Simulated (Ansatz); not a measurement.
The parent structure is BP in the zinc blende structure (space group F-43m, No. 216; a = 4.520 Å).

The same geometry is solved again with r2SCAN.

Levels (all Ansatz, a quantum-chemistry and plane-wave program, PAW): r2SCAN (500 eV, no spin-orbit coupling); PBEsol (420 eV, no spin-orbit coupling).

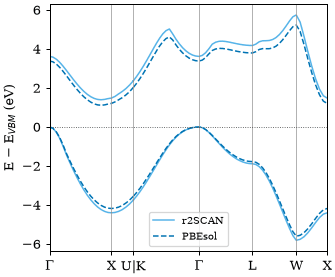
Figure: Highest valence and lowest conduction band along the path, each from its own valence-band maximum

Question: From the figure, how large is the r2SCAN gap, and is it direct?

Answer: About 1.4 eV, indirect, Γ → Γ–X (83 % along).

Single points use the geometry relaxed with PBEsol. Semilocal Kohn–Sham gaps tend to fall short of experiment. Stability against distortions was not tested.
